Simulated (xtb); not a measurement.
CH$_{4}$Cl$_{2}$Si: frequency calculation (part 1 of 2)

- system: CH$_{4}$Cl$_{2}$Si
- method: GFN2-xTB (xtb 6.7.1 later snapshot)

The geometry was optimised with GFN2-xTB.

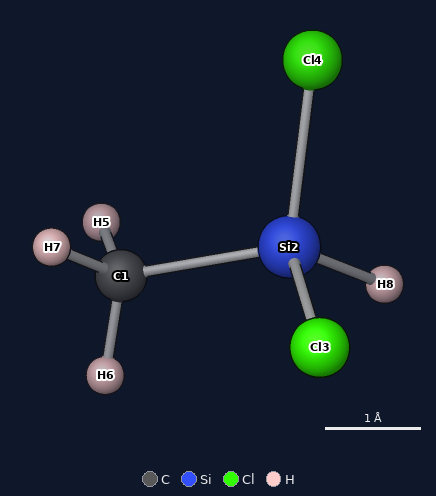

Figure 1. The structure as given in the input (ball-and-stick view, seen at a tilt; atoms are numbered from 1 in the order of the input).

Input (mol.xyz):
```
8

C     -0.17082600     1.00795400    -0.14292500
Si     0.06455800    -0.84367100     0.19520200
Cl     1.94988000    -1.17216100     0.84364500
Cl    -0.23559500    -1.88033900    -1.51302800
H     -1.17441000     1.21879500    -0.50050600
H     -0.01023700     1.59619700     0.75578400
H      0.52719900     1.36522900    -0.89709200
H     -0.85856900    -1.34900300     1.20311900
```

Machine: 1 thread of Arm Neoverse V2, 24 GiB of memory available, shared host.

Launch command:
```bash
xtb mol.xyz --raman --hess --ptb --parallel 1 > run.log
```

The program's output:
```
* xtb version 6.7.1
   ID    Z sym.   atoms
    1    6 C      1
    2   14 Si     2
    3   17 Cl     3, 4
    4    1 H      5-8

           -------------------------------------------------
          |                Calculation Setup                |
           -------------------------------------------------

          program call               : xtb mol.xyz --raman --hess --ptb --parallel 1
          coordinate file            : mol.xyz
          omp threads                :                     1

           -------------------------------------------------
          |                 G F N 2 - x T B                 |
           -------------------------------------------------

      * Hamiltonian:
        H0-scaling (s, p, d)           1.850000    2.230000    2.230000
        zeta-weighting                 0.500000
      * Dispersion:
        s8                             2.700000
        a1                             0.520000
        a2                             5.000000
        s9                             5.000000
      * Repulsion:
        kExp                           1.500000    1.000000
        rExp                           1.000000
      * Coulomb:
        alpha                          2.000000
        third order                    shell-resolved
        anisotropic                    true
        a3                             3.000000
        a5                             4.000000
        cn-shift                       1.200000
        cn-exp                         4.000000
        max-rad                        5.000000

          ...................................................
          :                      SETUP                      :
          :.................................................:
          :  # basis functions                  38          :
          :  # atomic orbitals                  35          :
          :  # shells                           15          :
          :  # electrons                        26          :
          :  max. iterations                   250          :
          :  Hamiltonian                  GFN2-xTB          :
          :  restarted?                      false          :
          :  GBSA solvation                  false          :
          :  PC potential                    false          :
          :  electronic temp.          300.0000000     K    :
          :  accuracy                    1.0000000          :
          :  -> integral cutoff          0.2500000E+02      :
          :  -> integral neglect         0.1000000E-07      :
          :  -> SCF convergence          0.1000000E-05 Eh   :
          :  -> wf. convergence          0.1000000E-03 e    :
          :  Broyden damping             0.4000000          :
          :  net charge                          0          :
          :  unpaired electrons                  0          :
          ...................................................

 iter      E             dE          RMSdq      gap      omega  full diag
   1    -15.0708782 -0.150709E+02  0.599E+00    7.43       0.0  T
   2    -15.1617865 -0.909083E-01  0.234E+00    5.98       1.0  T
   3    -15.1727280 -0.109415E-01  0.211E+00    6.78       1.0  T
   4    -15.1832088 -0.104808E-01  0.589E-01    6.35       1.0  T
   5    -15.1832261 -0.173280E-04  0.486E-01    6.47       1.0  T
   6    -15.1835057 -0.279587E-03  0.118E-01    6.43       1.0  T
   7    -15.1835398 -0.341465E-04  0.473E-02    6.40       1.0  T
   8    -15.1835461 -0.630079E-05  0.320E-02    6.41       1.1  T
   9    -15.1835466 -0.487346E-06  0.223E-02    6.40       1.6  T
  10    -15.1835486 -0.194499E-05  0.660E-03    6.41       5.4  T
  11    -15.1835487 -0.134477E-06  0.231E-03    6.41      15.3  T
  12    -15.1835487 -0.126576E-07  0.844E-04    6.41      41.9  T
  13    -15.1835487 -0.264403E-08  0.493E-04    6.41      71.8  T

   *** convergence criteria satisfied after 13 iterations ***

         #    Occupation            Energy/Eh            Energy/eV
      -------------------------------------------------------------
         1        2.0000           -1.0692879             -29.0968
       ...           ...                  ...                  ...
         7        2.0000           -0.4702726             -12.7968
         8        2.0000           -0.4695194             -12.7763
         9        2.0000           -0.4640443             -12.6273
        10        2.0000           -0.4421337             -12.0311
        11        2.0000           -0.4394285             -11.9575
        12        2.0000           -0.4351088             -11.8399
        13        2.0000           -0.4241437             -11.5415 (HOMO)
        14                         -0.1886177              -5.1325 (LUMO)
        15                         -0.1885246              -5.1300
        16                         -0.1596843              -4.3452
        17                         -0.0529160              -1.4399
        18                         -0.0424568              -1.1553
       ...                                ...                  ...
        35                          0.7528893              20.4872
      -------------------------------------------------------------
                  HL-Gap            0.2355260 Eh            6.4090 eV
             Fermi-level           -0.3063807 Eh           -8.3370 eV

 SCC (total)                   0 d,  0 h,  0 min,  0.005 sec
 SCC setup                      ...        0 min,  0.000 sec (  1.157%)
 Dispersion                     ...        0 min,  0.000 sec (  0.477%)
 classical contributions        ...        0 min,  0.000 sec (  0.100%)
 integral evaluation            ...        0 min,  0.001 sec ( 13.740%)
 iterations                     ...        0 min,  0.003 sec ( 61.179%)
 molecular gradient             ...        0 min,  0.001 sec ( 22.184%)
 printout                       ...        0 min,  0.000 sec (  0.968%)

         :::::::::::::::::::::::::::::::::::::::::::::::::::::
         ::                     SUMMARY                     ::
         :::::::::::::::::::::::::::::::::::::::::::::::::::::
         :: total energy             -15.096141563439 Eh    ::
         :: gradient norm              0.000005123089 Eh/a0 ::
         :: HOMO-LUMO gap              6.408990022069 eV    ::
         ::.................................................::
         :: SCC energy               -15.183544528464 Eh    ::
         :: -> isotropic ES            0.026527407078 Eh    ::
         :: -> anisotropic ES          0.000537276843 Eh    ::
         :: -> anisotropic XC          0.002976067048 Eh    ::
         :: -> dispersion             -0.005533297684 Eh    ::
         :: repulsion energy           0.087402965025 Eh    ::
         :: add. restraining           0.000000000000 Eh    ::
         :: total charge               0.000000000000 e     ::
         :::::::::::::::::::::::::::::::::::::::::::::::::::::

           -------------------------------------------------
          |                Numerical Hessian                |
           -------------------------------------------------
step length          :   0.00500
SCC accuracy         :   0.30000
Hessian scale factor :   1.00000
frozen atoms in %    :   0.00000    0
RMS gradient         :   0.00001
estimated CPU  time      0.00 min
Hessian matrix computed using GFN2-xTB.

           -------------------------------------------------
          |                      P T B                      |
           -------------------------------------------------

                              @@@ @

Calculating vibrational intensities using PTB ...
estimated CPU  time      0.01 min
... done.

writing file <hessian>, containing the non-mass-weighted Hessian matrix in atomic units (Eₕ/Bohr²).

 projected vibrational frequencies (cm⁻¹)
eigval :       -0.00    -0.00    -0.00     0.00     0.00     0.00
eigval :      110.41   144.44   156.04   208.56   451.57   506.76
eigval :      628.87   633.79   755.98   834.84   837.04  1376.85
eigval :     1467.35  1471.74  2282.22  3025.38  3045.95  3049.04
           -------------------------------------------------
          |                Property Printout                |
           -------------------------------------------------

    * Orbital Energies and Occupations

         #    Occupation            Energy/Eh            Energy/eV
      -------------------------------------------------------------
         1        2.0000           -1.0692880             -29.0968
         2        2.0000           -1.0535349             -28.6681
         3        2.0000           -0.7147804             -19.4502
         4        2.0000           -0.5832334             -15.8706
         5        2.0000           -0.4918933             -13.3851
         6        2.0000           -0.4917318             -13.3807
         7        2.0000           -0.4702721             -12.7968
         8        2.0000           -0.4695188             -12.7763
         9        2.0000           -0.4640432             -12.6273
        10        2.0000           -0.4421338             -12.0311
        11        2.0000           -0.4394285             -11.9575
        12        2.0000           -0.4351089             -11.8399
        13        2.0000           -0.4241438             -11.5415 (HOMO)
        14                         -0.1886132              -5.1324 (LUMO)
        15                         -0.1885205              -5.1299
        16                         -0.1596806              -4.3451
        17                         -0.0529160              -1.4399
        18                         -0.0424553              -1.1553
        19                         -0.0332938              -0.9060
        20                          0.0114010               0.3102
        21                          0.0150882               0.4106
        22                          0.0153846               0.4186
        23                          0.0154478               0.4204
        24                          0.0157103               0.4275
       ...                                ...                  ...
        35                          0.7528920              20.4872
      -------------------------------------------------------------
                  HL-Gap            0.2355305 Eh            6.4091 eV
             Fermi-level           -0.3063785 Eh           -8.3370 eV

     #   Z          covCN         q      C6AA      α(0)
     1   6          3.650    -0.200    24.825     7.157
     2  14          3.403     0.529   105.768    20.232
     3  17          0.808    -0.224   106.138    15.760
     4  17          0.808    -0.224   106.138    15.760
     5   1          0.925     0.048     2.345     2.395
     6   1          0.925     0.048     2.345     2.395
     7   1          0.925     0.060     2.199     2.319
     8   1          0.920    -0.036     3.757     3.031

 Mol. C6AA /au·bohr⁶  :       1771.894968
 Mol. C8AA /au·bohr⁸  :      71530.258266
 Mol. α(0) /au        :         69.049040

Wiberg/Mayer (AO) data.
largest (>0.10) Wiberg bond orders for each atom

 ---------------------------------------------------------------------------
     #   Z sym  total        # sym  WBO       # sym  WBO       # sym  WBO
```
